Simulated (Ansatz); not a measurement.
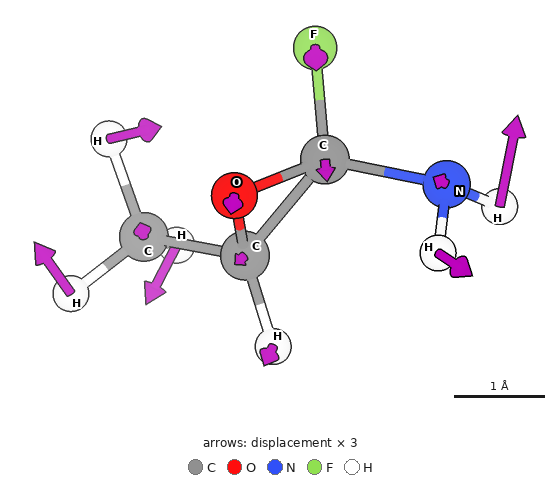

This is a relaxation of C3H6FNO (coarse preliminary run). The starting structure is drawn; purple arrows show the displacements, 3 times their true length. The two geometries are superimposed by the best rigid fit.

Style: ball-and-stick. Shown at a tilt.

The start comes from a force field.

The calculation used RKS PBE-D4/def2-SVP in Ansatz 0.2.0.

Input file:
```yaml
crystal:
  periodic: [false, false, false]
  atoms:
    - {symbol: C, position_ang: [0.089900, -0.451300, 1.681400]}
    - {symbol: C, position_ang: [0.340500, -0.412600, 0.213800]}
    - {symbol: O, position_ang: [1.161900, 0.661000, -0.230200]}
    - {symbol: C, position_ang: [-0.080500, 0.695000, -0.687800]}
    - {symbol: N, position_ang: [-0.299400, 0.488400, -2.127000]}
    - {symbol: F, position_ang: [-0.999900, 1.633700, -0.112900]}
    - {symbol: H, position_ang: [0.863900, -0.915000, 2.224600]}
    - {symbol: H, position_ang: [-0.859100, -0.918100, 1.852200]}
    - {symbol: H, position_ang: [-0.047300, 0.625000, 2.113500]}
    - {symbol: H, position_ang: [0.517600, -1.395700, -0.164400]}
    - {symbol: H, position_ang: [-1.135000, -0.066200, -2.278500]}
    - {symbol: H, position_ang: [0.524500, 0.000600, -2.450800]}
basis:
  gaussian: {orbitals: def2-SVP}
hamiltonian: {xc: pbe, dispersion: d4}
relax: {f_tol: 0.03, max_steps: 200}
```

Run as
```bash
ansatz run in.yaml --threads 4 --pin off --events-out ev --progress --plain --max-ram 10444MiB
```

Question: What did the optimiser do to the structure, and how much energy did it gain?

Answer: The atom that moves furthest after the best rigid fit is H11 (0.36 Å). Largest moves by element: H 0.36 Å, F 0.14 Å, O 0.10 Å, C 0.09 Å, N 0.07 Å. Among the contacts that change: C1–H9 1.168 → 1.106 Å, C4–F6 1.434 → 1.375 Å, O3–C4 1.324 → 1.383 Å, C4–N5 1.470 → 1.412 Å. Among the angles between lasting bonds that change: C2–C4–N5 122.0° → 129.3°, O3–C2–H10 119.2° → 112.4°, C4–N5–H12 105.1° → 111.1°. The energy falls by 13.2 kcal/mol in 7 geometry steps. Largest force component: 3.4 eV/Å at the start, 0.03 eV/Å at the end. Cost: 11 s on 4 threads of Arm Neoverse V2, with other jobs on the host.
